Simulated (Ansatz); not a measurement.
# (ZnO)1(SiC)3 [0001] superlattice, started as wurtzite: from the cell to its phonons, part 2 of 2

Wanted: phonon frequencies of (ZnO)1(SiC)3 [0001] superlattice, started as wurtzite and what follows from them.

Ansatz 0.2.0; DFT PBEsol, scalar-relativistic, plane waves, PAW.

So far. Step 4 (Relaxing to small forces for the phonons): The largest force component left is 0.18 meV/Å and the pressure is 0.000 GPa, within the tolerances set. The cell now holds 11.24 Å³/atom. The relaxed cell has a = 3.136, c = 10.559 Å (conventional setting).

The structure was built from a prototype and need not be the compound's stable phase.

**5. Zone-centre response (continued)**

Patterns of degenerate modes are one choice out of their space. The modes at Γ (shares of kinetic energy by element, %):

| mode | frequency (cm⁻¹) | symmetry | C % | O % | Si % | Zn % |
| --- | --- | --- | --- | --- | --- | --- |
| 1 | 0.0 | acoustic | 18 | 8 | 42 | 32 |
| 2 | 0.0 | acoustic | 18 | 8 | 42 | 32 |
| 3 | 0.0 | acoustic | 18 | 8 | 42 | 32 |
| 4 | 80.3 | E | 11 | 12 | 31 | 45 |
| 5 | 80.3 | E | 11 | 12 | 31 | 45 |
| 6 | 150.1 | A1 | 6 | 11 | 22 | 61 |
| 7 | 163.8 | E | 17 | 11 | 64 | 8 |
| 8 | 163.8 | E | 17 | 11 | 64 | 8 |
| 9 | 227.1 | E | 22 | 4 | 73 | 1 |
| 10 | 227.1 | E | 22 | 4 | 73 | 1 |
| 11 | 298.4 | A1 | 16 | 27 | 51 | 6 |
| 12 | 327.4 | E | 0 | 65 | 35 | 0 |
| 13 | 327.4 | E | 0 | 65 | 35 | 0 |
| 14 | 422.6 | A1 | 16 | 42 | 41 | 0 |
| 15 | 540.7 | A1 | 11 | 11 | 78 | 0 |
| 16 | 621.0 | E | 87 | 0 | 0 | 13 |
| 17 | 621.0 | E | 87 | 0 | 0 | 13 |
| 18 | 672.9 | E | 73 | 0 | 27 | 0 |
| 19 | 672.9 | E | 73 | 0 | 27 | 0 |
| 20 | 694.4 | E | 71 | 0 | 29 | 0 |
| 21 | 694.4 | E | 71 | 0 | 29 | 0 |
| 22 | 766.0 | A1 | 76 | 1 | 24 | 0 |
| 23 | 829.7 | A1 | 75 | 0 | 25 | 0 |
| 24 | 867.5 | A1 | 82 | 0 | 18 | 0 |

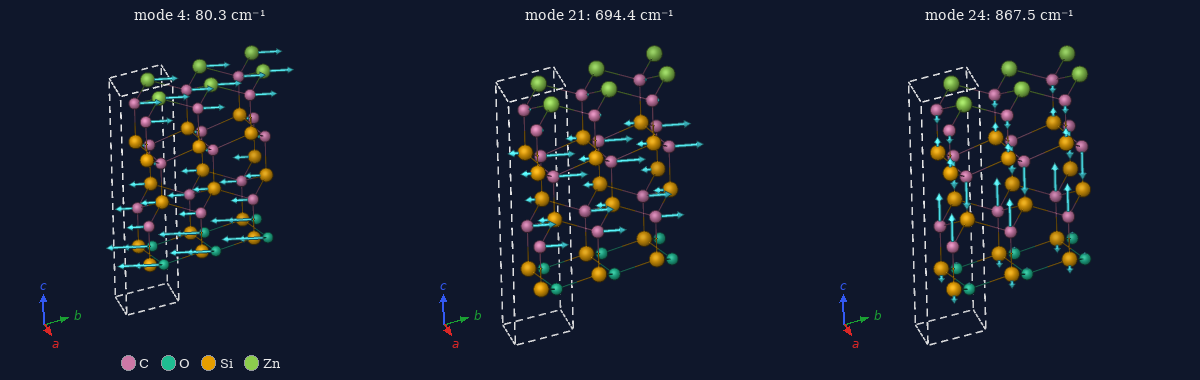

Displacement patterns of modes 4, 21 and 24 at Γ; arrows are exaggerated. 2×3×1 cells are drawn.

Before it was imposed, the acoustic sum rule was missed by 8.4e-5 eV/Å². Small misses are needed for a sound result but don't prove that mesh and cutoff are converged. The lowest optical mode is real, 80.3 cm⁻¹.

**6. Another isotope, element C, natural mass 12.011 amu**

An isotope changes the mass and not the force constants, so no new electronic calculation is needed; the shifts show which modes move this element.

The same force constants with the mass of C changed from 12.011 to 13.003 u (phonopy, no LO-TO term). Both lists are sorted by frequency; levels can cross, so a row need not hold one and the same mode. Modes under 3 cm⁻¹ are left out. Isotope shifts, by row:

| q | rank | natural mass (cm⁻¹) | changed mass (cm⁻¹) |
| --- | --- | --- | --- |
| 0 0 0 | 4 | 80.29 | 79.91 |
| 0 0 0 | 5 | 80.29 | 79.91 |
| 0 0 0 | 6 | 150.1 | 149.8 |
| 0 0 0 | 7 | 163.8 | 162.7 |
| 0 0 0 | 8 | 163.8 | 162.7 |
| 0 0 0 | 9 | 227.1 | 225 |
| 0 0 0 | 10 | 227.1 | 225 |
| 0 0 0 | 11 | 298.4 | 296.4 |
| 0 0 0 | 12 | 327.4 | 327.4 |
| 0 0 0 | 13 | 327.4 | 327.4 |
| 0 0 0 | 14 | 422.6 | 419.7 |
| 0 0 0 | 15 | 540.7 | 538.2 |
| 0 0 0 | 16 | 621 | 600.1 |
| 0 0 0 | 17 | 621 | 600.1 |
| 0 0 0 | 18 | 672.9 | 653.9 |
| 0 0 0 | 19 | 672.9 | 653.9 |
| 0 0 0 | 20 | 694.4 | 675.2 |
| 0 0 0 | 21 | 694.4 | 675.2 |
| 0 0 0 | 22 | 766 | 743.4 |
| 0 0 0 | 23 | 829.7 | 805.7 |
| 0 0 0 | 24 | 867.5 | 840.3 |

A mode of this element alone would shift by -3.89 %. The highest zone-centre frequency without the field goes from 867.5 to 840.3 cm⁻¹ (-3.1 %). The product of the frequency ratios over all optical modes at Γ is 0.715; the product rule, (m/m′)^(3k/2) (M′/M)^(3/2) with k = 3 such atoms and M the mass of the cell, gives 0.715.

**7. Another isotope, element O, natural mass 15.999 amu**

The same for O, from 16.00 to 18.00 u.

A mode of this element alone would shift by -5.72 %. The highest zone-centre frequency without the field goes from 867.5 to 867.4 cm⁻¹ (-0.0 %). The product of the frequency ratios over all optical modes at Γ is 0.850; the product rule, (m/m′)^(3k/2) (M′/M)^(3/2) with k = 1 such atoms and M the mass of the cell, gives 0.851.

**8. Another isotope, element Si, natural mass 28.085 amu**

The same for Si, from 28.09 to 29.97 u.

A mode of this element alone would shift by -3.20 %. The highest zone-centre frequency without the field goes from 867.5 to 862.6 cm⁻¹ (-0.6 %). The product of the frequency ratios over all optical modes at Γ is 0.778; the product rule, (m/m′)^(3k/2) (M′/M)^(3/2) with k = 3 such atoms and M the mass of the cell, gives 0.778.

**9. Isotope substitution, element Zn, natural mass 65.38 amu**

The same for Zn, from 65.38 to 67.92 u.

The same force constants with the mass of Zn changed from 65.380 to 67.925 u (phonopy, no LO-TO term). Both lists are sorted by frequency; levels can cross, so a row need not hold one and the same mode. Modes under 3 cm⁻¹ are left out. Isotope shifts, by row:

| q | rank | natural mass (cm⁻¹) | changed mass (cm⁻¹) |
| --- | --- | --- | --- |
| 0 0 0 | 4 | 80.29 | 79.6 |
| 0 0 0 | 5 | 80.29 | 79.6 |
| 0 0 0 | 6 | 150.1 | 148.4 |
| 0 0 0 | 7 | 163.8 | 163.6 |
| 0 0 0 | 8 | 163.8 | 163.6 |
| 0 0 0 | 9 | 227.1 | 227.1 |
| 0 0 0 | 10 | 227.1 | 227.1 |
| 0 0 0 | 11 | 298.4 | 298.1 |
| 0 0 0 | 12 | 327.4 | 327.4 |
| 0 0 0 | 13 | 327.4 | 327.4 |
| 0 0 0 | 14 | 422.6 | 422.6 |
| 0 0 0 | 15 | 540.7 | 540.7 |
| 0 0 0 | 16 | 621 | 619.4 |
| 0 0 0 | 17 | 621 | 619.4 |
| 0 0 0 | 18 | 672.9 | 672.9 |
| 0 0 0 | 19 | 672.9 | 672.9 |
| 0 0 0 | 20 | 694.4 | 694.4 |
| 0 0 0 | 21 | 694.4 | 694.4 |
| 0 0 0 | 22 | 766 | 765.9 |
| 0 0 0 | 23 | 829.7 | 829.7 |
| 0 0 0 | 24 | 867.5 | 867.5 |

A mode of this element alone would shift by -1.89 %. The highest zone-centre frequency without the field goes from 867.5 to 867.5 cm⁻¹ (-0.0 %). The product of the frequency ratios over all optical modes at Γ is 0.962; the product rule, (m/m′)^(3k/2) (M′/M)^(3/2) with k = 1 such atoms and M the mass of the cell, gives 0.962.

**10. Summary of results**

```json
{"space group after relaxation (within 0.01 Å)": "P3m1", "volume per atom": "11.2 Å³", "electronic character": "no gap on this mesh", "highest optical mode at the zone centre (no LO-TO term)": "867 cm⁻¹", "lowest optical zone-centre mode": "80.3 cm⁻¹", "imaginary modes at Γ (the only wavevector solved)": "none"}
```

**Reading.** The structure is stable against zone-centre distortions, since no mode there is imaginary; other wavevectors were not solved, so zone-boundary instabilities are untested. The optical modes at Γ span 80 to 867 cm⁻¹. No dispersion was computed. The highest mode in this list at Γ, 867.5 cm⁻¹, is mostly motion of C (82 % of the kinetic energy). With no gap, or one that is small against the smearing, the frequencies hang on the k mesh and the smearing, most of all near Kohn anomalies. The starting cell was built on a prototype and not taken from a measurement, so the phase need not exist. These are harmonic frequencies at zero temperature: anharmonic shifts, linewidths and thermal expansion are left out.

[Logs are printed without paths, hosts, clocks, repeated set-up lines and the standing remarks that a program may print on its own settings, such as how far it seeks lower states.]

[Hosts, paths, dates, database ids (printed as entryN), source tags and the programs' standing remarks are cut or masked in the printed files.]
